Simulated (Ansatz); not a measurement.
```xyz
15

C    -1.8668   -2.0684   -2.9585
C     0.3641    0.2732   -1.8404
Al   -1.2844   -0.2067   -2.7857
Ge    0.3167   -0.1742    0.0739
N    -2.3046    1.1002   -3.4333
H    -1.0766   -2.7019   -3.3979
H    -2.0870   -2.4949   -1.9635
H    -2.7718   -2.1861   -3.5767
H    -2.0931    2.0928   -3.3874
H    -3.1942    0.9638   -3.9050
H     1.2218   -0.2759   -2.2682
H     0.5867    1.3500   -1.9302
H     1.6157    0.2385    0.8059
H    -0.8693    0.5432    0.7629
H     0.1193   -1.6964    0.2617
```

Geometry: B3LYP-D3(BJ)/def2-SVP.

All numbers below come from Ansatz, isolated molecule in a Gaussian basis; Kohn-Sham density functional theory, functional PBE0.

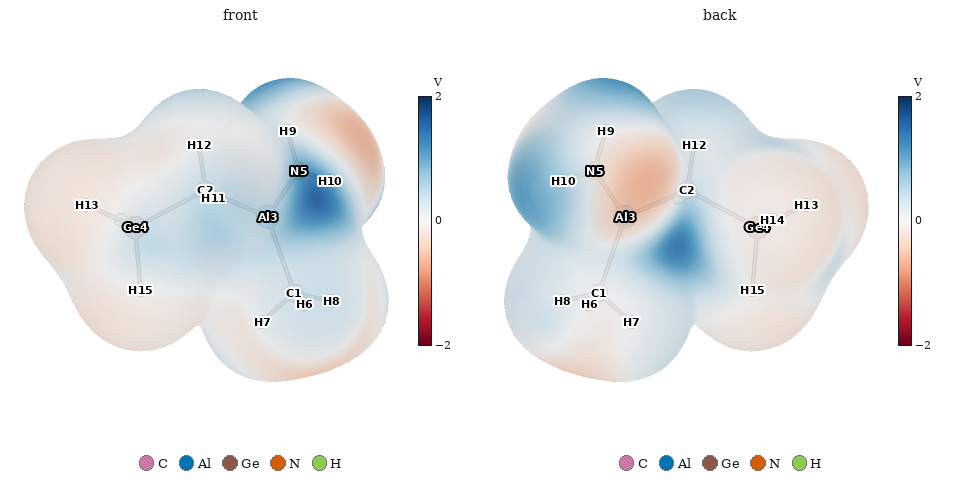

C2H10AlGeN (SMILES [CH3][Al]([NH2])[CH2][GeH3]). The molecular electrostatic potential painted on the density surface at 0.001 e/bohr³, seen from the front and from behind; red is negative and blue positive.

Q: Which sites attract a positive test charge, and which a negative one?

A: A positive charge is drawn to the negative regions and a negative charge to the positive ones. The most negative region (about −0.7 V) lies over N5, the most positive (about +1.5 V) over Al3.
